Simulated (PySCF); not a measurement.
## Two runs on C₄H₈F₂

System: C₄H₈F₂, SMILES CCCC(F)F.
Method of run 1: GIAO PBE0/cc-pVDZ NMR shielding, non-relativistic, gas phase (PySCF 2.14.0).

The geometry comes from this level: PBE0-D3(BJ)/def2-SVP. Text and figures count atoms from 1; the logs count them from 0 in places.

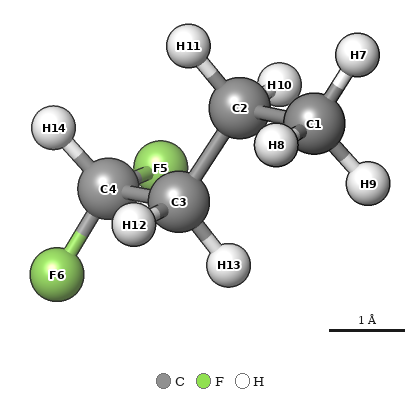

**Figure 1.** The structure as given in the input (ball-and-stick view, seen at a tilt; atoms are numbered from 1 in the order of the input).

## Input file, run 1
```
{"job": {"kind": "nmr", "xc": "PBE0", "basis": "cc-pVDZ", "pop": true}, "charge": 0, "multiplicity": 1}
C      1.889998     0.387523    -0.226357
C      0.457017     0.630320     0.217727
C     -0.407296    -0.619329     0.137588
C     -1.844800    -0.374491     0.509564
F     -2.404006     0.521561    -0.340877
F     -2.554998    -1.522268     0.414656
H      2.490561     1.306944    -0.164008
H      2.381621    -0.375380     0.398107
H      1.929091     0.034293    -1.269015
H     -0.001177     1.417615    -0.402673
H      0.448778     1.015390     1.252839
H     -0.018819    -1.408467     0.802179
H     -0.403816    -1.032360    -0.885320
H     -1.967074     0.018539     1.536130
```

The first line tells a small driver script what to run in PySCF; the rest is the geometry in Å.

Hardware: 1 CPU thread, shared host.

## Output (run 1)
```
coarse grid: 11480 points
cycle   1  E = -356.4704508306  dE =  5.774e-01  |g| = 7.066e-01  |ddm| = 6.318e+00
cycle   2  E = -356.4039288727  dE =  6.652e-02  |g| = 9.605e-01  |ddm| = 2.187e+00
cycle   3  E = -356.5615100585  dE = -1.576e-01  |g| = 5.835e-02  |ddm| = 1.219e+00
cycle   4  E = -356.5621138689  dE = -6.038e-04  |g| = 2.712e-02  |ddm| = 1.320e-01
cycle   5  E = -356.5622909452  dE = -1.771e-04  |g| = 4.300e-03  |ddm| = 4.847e-02
cycle   6  E = -356.5622951002  dE = -4.155e-06  |g| = 1.299e-03  |ddm| = 7.752e-03
final grid: 111016 points
cycle   7  E = -356.5700143752  dE = -2.759e-05  |g| = 8.598e-03  |ddm| = 5.384e-02
cycle   8  E = -356.5700045647  dE =  9.811e-06  |g| = 1.121e-02  |ddm| = 2.966e-02
cycle   9  E = -356.5700315153  dE = -2.695e-05  |g| = 7.238e-04  |ddm| = 1.614e-02
cycle  10  E = -356.5700316093  dE = -9.402e-08  |g| = 2.117e-04  |ddm| = 1.322e-03
cycle  11  E = -356.5700316175  dE = -8.259e-09  |g| = 4.263e-05  |ddm| = 3.193e-04
cycle  12  E = -356.5700316180  dE = -4.115e-10  |g| = 1.323e-05  |ddm| = 8.788e-05
converged SCF energy = -356.5700316180

GIAO shielding tensors (ppm)
atom      isotropic    diamagn.    paramagn.     s11        s22        s33       span
  0 C      180.517     244.285     -63.768    170.978    174.197    196.377     25.399
  1 C      175.992     246.343     -70.351    167.788    177.106    183.081     15.293
  2 C      156.530     248.634     -92.105    135.280    154.094    180.215     44.935
  3 C       81.564     245.076    -163.511     60.655     87.099     96.940     36.285
  4 F      328.509     472.278    -143.769    245.377    347.070    393.081    147.703
  5 F      321.125     468.065    -146.940    228.836    346.295    388.244    159.408
  6 H       30.151      28.085       2.066     25.884     27.568     37.001     11.118
  7 H       30.515      29.575       0.941     26.649     28.581     36.316      9.667
  8 H       30.469      29.971       0.498     26.523     28.676     36.207      9.684
  9 H       29.968      31.865      -1.897     24.689     30.436     34.779     10.090
 10 H       30.192      31.455      -1.263     25.469     29.574     35.534     10.065
 11 H       29.966      31.799      -1.833     26.045     29.946     33.907      7.863
 12 H       29.861      32.256      -2.395     26.501     30.055     33.026      6.525
 13 H       25.828      29.128      -3.300     23.678     24.898     28.907      5.230
```

For run 2 the input was changed thus:
```diff
-"basis": "cc-pVDZ"
+"basis": "aug-cc-pVDZ"
```

How does run 2 compare with run 1?

The total energy of run 2 is 18.4 kcal/mol lower, which measures the change of basis and not a stability. The HOMO goes from −9.03 to −9.30 eV. The LUMO goes from 1.88 to −0.08 eV. The dipole moment goes from 2.06 to 2.30 D. Of all shieldings, the largest change is that of F5, by −8.0 ppm. Diffuse functions give room to the loosely bound empty orbitals, which lowers the LUMO. The number of SCF iterations is the same. The basis functions go from 124 to 210.

## Output (run 2)
```
coarse grid: 11480 points
cycle   1  E = -356.5110708368  dE =  5.640e-01  |g| = 6.492e-01  |ddm| = 7.848e+00
cycle   2  E = -356.4507096117  dE =  6.036e-02  |g| = 9.000e-01  |ddm| = 2.268e+00
cycle   3  E = -356.5907668439  dE = -1.401e-01  |g| = 6.005e-02  |ddm| = 1.266e+00
cycle   4  E = -356.5913521964  dE = -5.854e-04  |g| = 2.742e-02  |ddm| = 1.519e-01
cycle   5  E = -356.5915247888  dE = -1.726e-04  |g| = 4.438e-03  |ddm| = 5.983e-02
cycle   6  E = -356.5915292768  dE = -4.488e-06  |g| = 1.206e-03  |ddm| = 1.101e-02
final grid: 111016 points
cycle   7  E = -356.5992713571  dE = -3.313e-05  |g| = 8.483e-03  |ddm| = 1.773e-01
cycle   8  E = -356.5992612987  dE =  1.006e-05  |g| = 1.119e-02  |ddm| = 3.830e-02
cycle   9  E = -356.5992879924  dE = -2.669e-05  |g| = 8.514e-04  |ddm| = 1.862e-02
cycle  10  E = -356.5992881209  dE = -1.285e-07  |g| = 2.245e-04  |ddm| = 1.642e-03
cycle  11  E = -356.5992881298  dE = -8.888e-09  |g| = 4.864e-05  |ddm| = 4.318e-04
cycle  12  E = -356.5992881303  dE = -5.209e-10  |g| = 1.774e-05  |ddm| = 1.349e-04
converged SCF energy = -356.5992881303

GIAO shielding tensors (ppm)
atom      isotropic    diamagn.    paramagn.     s11        s22        s33       span
  0 C      180.094     206.330     -26.237    171.254    173.323    195.704     24.450
  1 C      174.744     204.804     -30.060    167.221    175.772    181.240     14.019
  2 C      156.005     212.783     -56.778    136.466    153.143    178.407     41.941
  3 C       80.658     222.689    -142.031     60.327     86.387     95.260     34.933
  4 F      320.533     472.475    -151.942    230.791    347.336    383.474    152.682
  5 F      314.411     480.189    -165.777    214.661    347.182    381.391    166.730
  6 H       30.090      27.043       3.047     25.765     27.520     36.986     11.221
  7 H       30.502      25.599       4.904     26.649     28.538     36.319      9.671
  8 H       30.474      25.304       5.169     26.558     28.679     36.184      9.626
  9 H       29.833      25.453       4.379     24.530     30.437     34.530     10.000
 10 H       30.094      26.466       3.629     25.294     29.600     35.388     10.094
 11 H       29.745      26.878       2.867     25.751     29.830     33.654      7.902
 12 H       29.748      25.016       4.732     26.325     30.017     32.901      6.576
 13 H       25.586      29.287      -3.700     23.491     24.829     28.439      4.948
```

## The two runs side by side

| quantity | run 1 | run 2 |
| --- | --- | --- |
| outcome | converged | converged |
| total energy (hartree) | −356.570032 | −356.599288 |
| HOMO (eV) | −9.03 | −9.30 |
| LUMO (eV) | 1.88 | −0.08 |
| dipole moment (D) | 2.06 | 2.30 |
| shielding of C1 (ppm) | 180.5 | 180.1 |
| shielding of C2 (ppm) | 176.0 | 174.7 |
| shielding of C3 (ppm) | 156.5 | 156.0 |
| shielding of C4 (ppm) | 81.6 | 80.7 |
| shielding of F5 (ppm) | 328.5 | 320.5 |
| shielding of F6 (ppm) | 321.1 | 314.4 |
| shielding of H14 (ppm) | 25.8 | 25.6 |
| SCF iterations | 12 | 12 |
| basis functions | 124 | 210 |
| wall time (shared host) | 19 s | 40 s |
